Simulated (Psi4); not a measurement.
# SiH2Cl2O2 (SMILES O[Si](O)(Cl)Cl): a chain of runs

We compute a series of 10 runs (PBE-D4/def2-SVP, PBE0-D4/def2-TZVP, PBE-D4/def2-TZVPP, r2SCAN-D4/def2-TZVPP, B3LYP-D4/def2-TZVPP, PBE0-D4/def2-TZVPP, wB97M-V/def2-TZVPP, CCSD(T)/def2-TZVPP, and more) of SiH2Cl2O2. 

The calculation is run with Psi4 1.11.

### 1 The system as given

SiH2Cl2O2 has 7 atoms, charge 0, and is taken as a singlet. As SMILES, `O[Si](O)(Cl)Cl`. The coordinates come from a GFN2-xTB, rattled relaxation. This is one conformer, not always the lowest. The run starts from this shape.

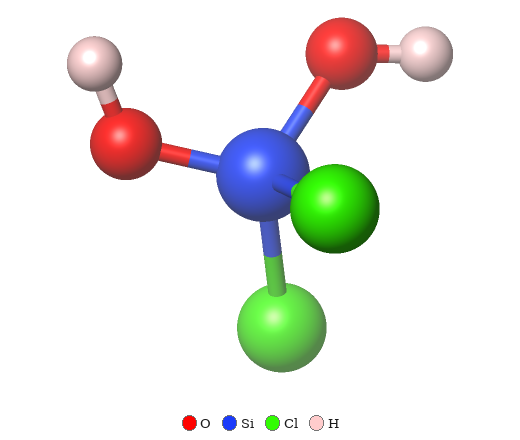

The structure, seen from a chosen angle (oxygen red, silicon blue, chlorine green, hydrogen pink).

### 2 A geometry optimisation at PBE-D4/def2-SVP (density fitting) (run 1)

Contents of cl2h2o2si.in:

```
memory 4.4 GB

molecule {
  0 1
  O     -0.823846     0.409485     1.036660
  Si     0.009771    -0.090459    -0.307392
  O      1.086340    -1.092815     0.088728
  Cl    -1.138446    -0.947717    -1.725358
  Cl     0.853054     1.649072    -1.071230
  H     -1.549851     0.977811     1.013091
  H      1.633233    -1.003745     0.899737
  symmetry c1
}

set basis def2-SVP
set scf_type df
set geom_maxiter 60
set max_force_g_convergence 0.0005

energy_value = opt('pbe-d4')
```

Started as:

```sh
$ psi4 -n 2 cl2h2o2si.in cl2h2o2si.out
```

cl2h2o2si.out:

```text
[...]
  Running in c1 symmetry.
[...]
  Nuclear repulsion =  381.927209852309772
[...]
  Multiplicity = 1
[...]
  Nalpha       = 33
  Nbeta        = 33
[...]
    Number of basis functions: 92
[...]
   @DF-RKS iter   1: -1360.17654665070199    2.86277e-01   1.08672e-02 DIIS/ADIIS
[...]
   @DF-RKS iter   9: -1360.56628401189232    9.09495e-13   4.92604e-09 DIIS
[...]
  @DF-RKS Final Energy: -1360.56628401189232
   => Energetics <=
    Nuclear Repulsion Energy =            375.0363252092860762
    One-Electron Energy =               -2627.7021342605594327
    Two-Electron Energy =                 986.8788145006174091
    DFT Exchange-Correlation Energy =     -94.7712936344370576
    Empirical Dispersion Energy =          -0.0079958267992124
    VV10 Nonlocal Energy =                  0.0000000000000000
    Total Energy =                      -1360.5662840118923214
[...]
 Multipole Moments:
 ------------------------------------------------------------------------------------
     Multipole            Electronic (a.u.)      Nuclear  (a.u.)        Total (a.u.)
 ------------------------------------------------------------------------------------
 L = 1.  Multiply by 2.5417464519 to convert [e a0] to [Debye]
 Dipole X            :         -0.5185024            0.4129983           -0.1055041
 Dipole Y            :          1.0851773           -0.6577955            0.4273819
 Dipole Z            :         -3.7220039            4.4237784            0.7017745
 Magnitude           :                                                    0.8284165
[...]
  -Total Gradient:
     Atom            X                  Y                   Z
    ------   -----------------  -----------------  -----------------
       1        0.000009289244     0.000745785671     0.000371803226
       2        0.000629740836     0.000357267791     0.000144339100
       3       -0.000093897719    -0.000086577046    -0.000527862107
       4       -0.000420929008    -0.000012504351    -0.000193759071
       5       -0.000016526927    -0.000543517046     0.000047562776
       6       -0.000008926614    -0.000620612698    -0.000213947470
       7       -0.000147958260     0.000060511288     0.000205750705
[...]
    Final optimized geometry and variables:
    Molecular point group: c1
    Full point group: C1
    Geometry (in Angstrom), charge = 0, multiplicity = 1:
    O           -0.798985061051     0.249522536809     1.730691397794
    SI           0.055603797065    -0.139495193434     0.364253057088
    O            1.203767902858    -1.255148132584     0.763288941893
    CL          -1.130136962163    -0.996071271500    -1.081043707177
    CL           0.894532359553     1.571440429773    -0.443615106591
    H           -1.489518704651     0.927317246278     1.628481304304
    H            1.696630349518    -1.058745824498     1.580295746466
    Psi4 run time: 0:00:32.52
[...]
```

On the terminal:

```text
Optimizer: Optimization complete!
```

Run time: 35 s. Hardware: 2 threads of AMD EPYC 7R43 (Zen 3), shared host; peak memory 0.65 GiB.

The path in brief:

```
step  energy from the first frame kept (eV)  largest force (eV/Å)
   0                                 0.0000                5.8350
   1                                -0.3672                1.7412
   2                                -0.4181                0.5232
   3                                -0.4302                0.1943
   4                                -0.4340                0.0571
   5                                -0.4352                0.0429
```

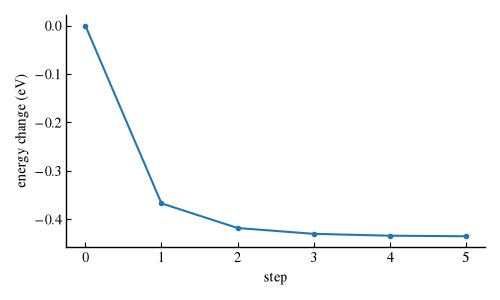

Energy along the run.

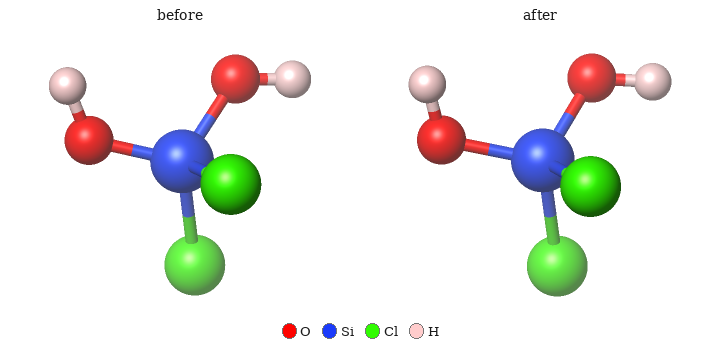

Before and after, at one scale.

After the run. Bond lengths: O1–Si2 1.658 Å, Si2–O3 1.650 Å, Si2–Cl4 2.056 Å, Si2–Cl5 2.070 Å, O1–H6 0.973 Å, O3–H7 0.974 Å. Angles: O1–Si2–O3 108.5°, O1–Si2–Cl4 112.3°, O1–Si2–Cl5 109.7°, O3–Si2–Cl4 106.8°, O3–Si2–Cl5 111.8°, Cl4–Si2–Cl5 107.7°, Si2–O1–H6 116.3°, Si2–O3–H7 114.7°.

### 3 A geometry optimisation at PBE0-D4/def2-TZVP (density fitting) (run 2)

Contents of cl2h2o2si.in:

```
memory 4.4 GB

molecule {
  0 1
  O     -0.840100     0.333201     1.075256
  Si     0.014489    -0.055817    -0.291182
  O      1.162653    -1.171470     0.107854
  Cl    -1.171252    -0.912393    -1.736479
  Cl     0.853418     1.655119    -1.099050
  H     -1.530633     1.010996     0.973046
  H      1.655516    -0.975067     0.924861
  symmetry c1
}

set basis def2-TZVP
set scf_type df
set geom_maxiter 50
set max_force_g_convergence 0.0002

e_tot = optimize("pbe0-d4")
```

Started as:

```sh
$ psi4 cl2h2o2si.in cl2h2o2si.out -n 2
```

cl2h2o2si.out:

```text
[...]
  Running in c1 symmetry.
[...]
  Nuclear repulsion =  375.036290667397338
[...]
  Multiplicity = 1
[...]
  Nalpha       = 33
  Nbeta        = 33
[...]
    Number of basis functions: 185
[...]
   @DF-RKS iter   1: -1360.98314329667710   -1.55403e-01   5.28957e-03 ADIIS/DIIS
[...]
   @DF-RKS iter   7: -1361.29448193294866   -6.36646e-12   5.41780e-09 DIIS
[...]
  @DF-RKS Final Energy: -1361.29448193294866
   => Energetics <=
    Nuclear Repulsion Energy =            381.2033817953228549
    One-Electron Energy =               -2641.0977117897232347
    Two-Electron Energy =                 970.4065105425241882
    DFT Exchange-Correlation Energy =     -71.7998188257516716
    Empirical Dispersion Energy =          -0.0068436553209264
    VV10 Nonlocal Energy =                  0.0000000000000000
    Total Energy =                      -1361.2944819329484289
[...]
 Multipole Moments:
 ------------------------------------------------------------------------------------
     Multipole            Electronic (a.u.)      Nuclear  (a.u.)        Total (a.u.)
 ------------------------------------------------------------------------------------
 L = 1.  Multiply by 2.5417464519 to convert [e a0] to [Debye]
 Dipole X            :         -0.5093630            0.4978102           -0.0115528
 Dipole Y            :          1.0301108           -0.5548073            0.4753035
 Dipole Z            :         -3.6957715            4.3665051            0.6707335
 Magnitude           :                                                    0.8221498
[...]
  -Total Gradient:
     Atom            X                  Y                   Z
    ------   -----------------  -----------------  -----------------
       1        0.000019469046     0.000021004959    -0.000007085808
       2        0.000038911526     0.000010688011     0.000048628767
       3       -0.000024697295    -0.000020365115    -0.000062743033
       4       -0.000080380607    -0.000019933902    -0.000030334345
       5        0.000001783215    -0.000061083697    -0.000073962308
       6        0.000050625226     0.000071990775    -0.000024959892
       7       -0.000032691044    -0.000052060790     0.000002115358
[...]
    Final optimized geometry and variables:
    Molecular point group: c1
    Full point group: C1
    Geometry (in Angstrom), charge = 0, multiplicity = 1:
    O           -0.824986849745     0.232036697299     1.673497786011
    SI           0.048586207078    -0.142561954450     0.359214238702
    O            1.180355345767    -1.219781606485     0.767711176775
    CL          -1.073094164435    -1.002564562989    -1.091601469411
    CL           0.862386301615     1.569286366053    -0.403957529441
    H           -1.395256759850     1.001838068747     1.636560959603
    H            1.717565399858    -1.031873469156     1.539925941436
    Psi4 run time: 0:01:34.78
[...]
```

Standard output:

```text
Optimizer: Optimization complete!
```

Run time: 97 s. Hardware: 2 threads of AMD EPYC 7R43 (Zen 3), shared host; peak memory 1.1 GiB.

The path in brief:

```
step  energy from the first frame kept (eV)  largest force (eV/Å)
   0                                 0.0000                1.0916
   1                                -0.0647                0.2923
   2                                -0.0703                0.0606
   3                                -0.0717                0.0358
   4                                -0.0722                0.0245
   5                                -0.0725                0.0248
   6                                -0.0729                0.0522
   7                                -0.0729                0.0288
   8                                -0.0729                0.0049
```

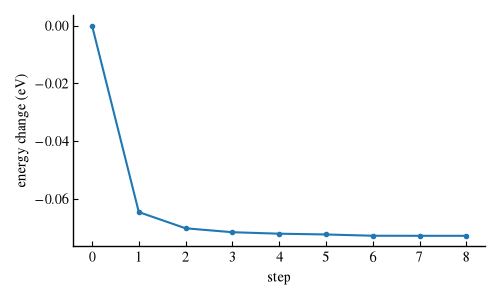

Energy along the run.

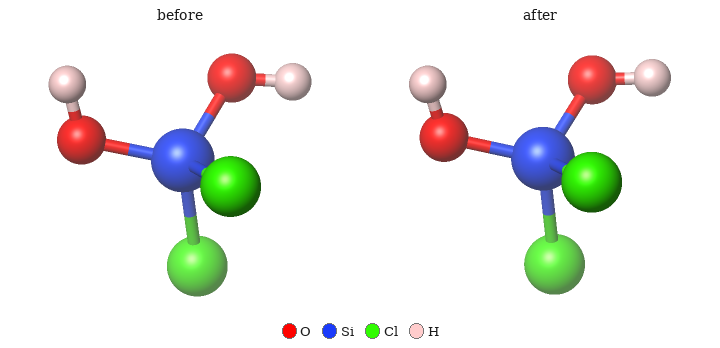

Before and after, at one scale.

After the run. Bond lengths: O1–Si2 1.622 Å, Si2–O3 1.615 Å, Si2–Cl4 2.025 Å, Si2–Cl5 2.043 Å, O1–H6 0.959 Å, O3–H7 0.959 Å. Angles: O1–Si2–O3 109.1°, O1–Si2–Cl4 112.3°, O1–Si2–Cl5 108.9°, O3–Si2–Cl4 106.6°, O3–Si2–Cl5 112.0°, Cl4–Si2–Cl5 108.0°, Si2–O1–H6 118.3°, Si2–O3–H7 117.7°.

Runs 3 to 8 aren't shown in full; the table further down has their settings and results.

### 4 The energy at CCSD(T)/def2-TZVPP (density fitting, density fitting for correlation) (run 9)

Contents of job.dat:

```
memory 4400 mb

molecule {
  0 1
  O     -0.866102     0.315715     1.018063
  Si     0.007471    -0.058884    -0.296221
  O      1.139241    -1.136103     0.112276
  Cl    -1.114209    -0.918886    -1.747037
  Cl     0.821272     1.652965    -1.059393
  H     -1.436372     1.085516     0.981126
  H      1.676451    -0.948195     0.884491
  symmetry c1
}

set {
  basis           def2-TZVPP
  scf_type        df
  num_frozen_docc 17
  cc_type         df
}

E, wfn = energy("ccsd(t)", return_wfn=True)
```

Started as:

```sh
$ psi4 -i job.dat -o job.out -n 2
```

job.out:

```text
[...]
  Running in c1 symmetry.
[...]
  Nuclear repulsion =  381.203315037050118
[...]
  Multiplicity = 1
[...]
  Nalpha       = 33
  Nbeta        = 33
[...]
    Number of basis functions: 216
[...]
   @DF-RHF iter   1: -1359.00763682123011   -5.25489e-01   3.03550e-03 DIIS/ADIIS
[...]
   @DF-RHF iter  11: -1359.16000561272563   -5.77529e-11   8.80095e-09 DIIS
[...]
    Orbital Energies [Eh]
    ---------------------
    Doubly Occupied:
       1A   -104.838550     2A   -104.836091     3A    -68.886233
       4A    -20.588847     5A    -20.585505     6A    -10.568762
       7A    -10.566381     8A     -8.035393     9A     -8.034401
      10A     -8.034389    11A     -8.033044    12A     -8.031990
      13A     -8.031981    14A     -6.222373    15A     -4.330945
      16A     -4.330719    17A     -4.330389    18A     -1.391182
      19A     -1.365193    20A     -1.123572    21A     -1.098359
      22A     -0.791781    23A     -0.738199    24A     -0.650605
      25A     -0.613530    26A     -0.581008    27A     -0.571191
      28A     -0.553551    29A     -0.518778    30A     -0.500470
      31A     -0.486841    32A     -0.472694    33A     -0.461292
[...]
  @DF-RHF Final Energy: -1359.16000561272563
   => Energetics <=
    Nuclear Repulsion Energy =            381.2033150370501176
    One-Electron Energy =               -2640.3181574732257104
    Two-Electron Energy =                 899.9548368234497957
    Total Energy =                      -1359.1600056127256266
[...]
 Multipole Moments:
 ------------------------------------------------------------------------------------
     Multipole            Electronic (a.u.)      Nuclear  (a.u.)        Total (a.u.)
 ------------------------------------------------------------------------------------
 L = 1.  Multiply by 2.5417464519 to convert [e a0] to [Debye]
 Dipole X            :         -0.5062917            0.4978098           -0.0084819
 Dipole Y            :          1.0668934           -0.5548081            0.5120853
 Dipole Z            :         -3.6826799            4.3665061            0.6838262
 Magnitude           :                                                    0.8543545
[...]
      * MP2 total energy:                 -1360.127754782374
[...]
      * CCSD total energy:                -1360.164687632500
[...]
      * CCSD(T) total energy               -1360.204002004576
[...]
```

Wall time 15 min (2 threads of AMD EPYC 7R43 (Zen 3), shared host); peak memory 0.73 GiB.

### 5 A single-point energy at MP2/def2-QZVPP (density fitting, density fitting for correlation) (run 10)

Contents of calc.dat:

```
memory 4.4 GB

molecule {
  0 1
  O     -0.866102     0.315715     1.018063
  Si     0.007471    -0.058884    -0.296221
  O      1.139241    -1.136103     0.112276
  Cl    -1.114209    -0.918886    -1.747037
  Cl     0.821272     1.652965    -1.059393
  H     -1.436372     1.085516     0.981126
  H      1.676451    -0.948195     0.884491
  symmetry c1
}

set scf_type df
set num_frozen_docc 17

e_tot, wfn = energy('mp2/def2-QZVPP', return_wfn=True)
print_variables()
```

Started as:

```sh
$ psi4 -n 2 calc.dat calc.out
```

calc.out:

```text
[...]
  Running in c1 symmetry.
[...]
  Nuclear repulsion =  381.203315037050118
[...]
  Multiplicity = 1
[...]
  Nalpha       = 33
  Nbeta        = 33
[...]
    Number of basis functions: 384
[...]
   @DF-RHF iter   1: -1359.04406221509817   -5.52828e-01   1.76912e-03 ADIIS/DIIS
[...]
   @DF-RHF iter  11: -1359.20231266483120   -6.98037e-11   5.54968e-09 DIIS
[...]
    Orbital Energies [Eh]
    ---------------------
    Doubly Occupied:
       1A   -104.841568     2A   -104.839214     3A    -68.887227
       4A    -20.588546     5A    -20.585315     6A    -10.568708
       7A    -10.566406     8A     -8.035493     9A     -8.034446
      10A     -8.034431    11A     -8.033227    12A     -8.032121
      13A     -8.032109    14A     -6.220916    15A     -4.329686
      16A     -4.329352    17A     -4.328929    18A     -1.392048
      19A     -1.366113    20A     -1.123957    21A     -1.098767
      22A     -0.792421    23A     -0.739082    24A     -0.651222
      25A     -0.614209    26A     -0.581777    27A     -0.572169
      28A     -0.554483    29A     -0.519632    30A     -0.501268
      31A     -0.487687    32A     -0.473556    33A     -0.462230
[...]
  @DF-RHF Final Energy: -1359.20231266483120
   => Energetics <=
    Nuclear Repulsion Energy =            381.2033150370501176
    One-Electron Energy =               -2640.3746238805961184
    Two-Electron Energy =                 899.9689961787146331
    Total Energy =                      -1359.2023126648311973
[...]
 Multipole Moments:
 ------------------------------------------------------------------------------------
     Multipole            Electronic (a.u.)      Nuclear  (a.u.)        Total (a.u.)
 ------------------------------------------------------------------------------------
 L = 1.  Multiply by 2.5417464519 to convert [e a0] to [Debye]
 Dipole X            :         -0.5028089            0.4978098           -0.0049991
 Dipole Y            :          1.0570032           -0.5548081            0.5021952
 Dipole Z            :         -3.6942010            4.3665061            0.6723051
 Magnitude           :                                                    0.8391777
[...]
```

Run time: 14 s. Hardware: 2 threads of AMD EPYC 7R43 (Zen 3), shared host; peak memory 1.4 GiB.

### 6 All runs side by side

```
run                                                                  level  geom maxiter  max force g convergence   energy (Eh)  dipole moment (D)  HOMO energy (eV)  LUMO energy (eV)  wall time
  1                                      PBE-D4/def2-SVP (density fitting)            60                   0.0005  -1360.566284               2.11             -7.41             -0.55       35 s
  2                                    PBE0-D4/def2-TZVP (density fitting)            50                   0.0002  -1361.294482               2.09             -9.15              0.27       97 s
  3                                    PBE0-D4/def2-TZVP (density fitting)             –                        –  -1361.294482               2.09                 –                 –    6.7 min
  4                                    PBE-D4/def2-TZVPP (density fitting)             –                        –  -1361.196187               2.00             -7.66             -0.69       19 s
  5                                 r2SCAN-D4/def2-TZVPP (density fitting)             –                        –  -1361.721765               2.06             -8.05             -0.10       47 s
  6                                  B3LYP-D4/def2-TZVPP (density fitting)             –                        –  -1361.931887               2.04             -8.85             -0.11       18 s
  7                                   PBE0-D4/def2-TZVPP (density fitting)             –                        –  -1361.297833               2.05             -9.15              0.26       18 s
  8                                   wB97M-V/def2-TZVPP (density fitting)             –                        –  -1361.775564               2.06            -11.48              1.80       47 s
  9  CCSD(T)/def2-TZVPP (density fitting, density fitting for correlation)             –                        –  -1360.204002                  –            -12.55              3.21     15 min
 10      MP2/def2-QZVPP (density fitting, density fitting for correlation)             –                        –  -1360.259503                  –            -12.58              2.41       14 s
```

### 7 Results

| quantity | value |
| --- | --- |
| run 10, MP2/def2-QZVPP: total energy | -1360.25950 Eh |
| run 10, MP2/def2-QZVPP: HOMO energy (Hartree–Fock orbitals) | -12.58 eV |
| run 10, MP2/def2-QZVPP: LUMO energy (Hartree–Fock orbitals) | 2.41 eV |
| run 10, MP2/def2-QZVPP: HOMO–LUMO gap (Hartree–Fock orbitals) | 14.99 eV |
| run 10, MP2/def2-QZVPP: correlation energy (17 core orbitals frozen) | -1057.2 mEh |

What this shows: Over runs 3, 4, 5, 6, 7, 8 the dipole moment (its size) runs from 2.00 D (PBE-D4/def2-TZVPP) to 2.09 D (PBE0-D4/def2-TZVP). The two ends differ in method and basis. Over runs 4, 5, 6, 7, 8 the HOMO–LUMO gap runs from 6.97 eV (PBE-D4/def2-TZVPP) to 13.28 eV (wB97M-V/def2-TZVPP). Totals of different functionals can't be ranked against each other. All runs together took 26 min, the longest 15 min.
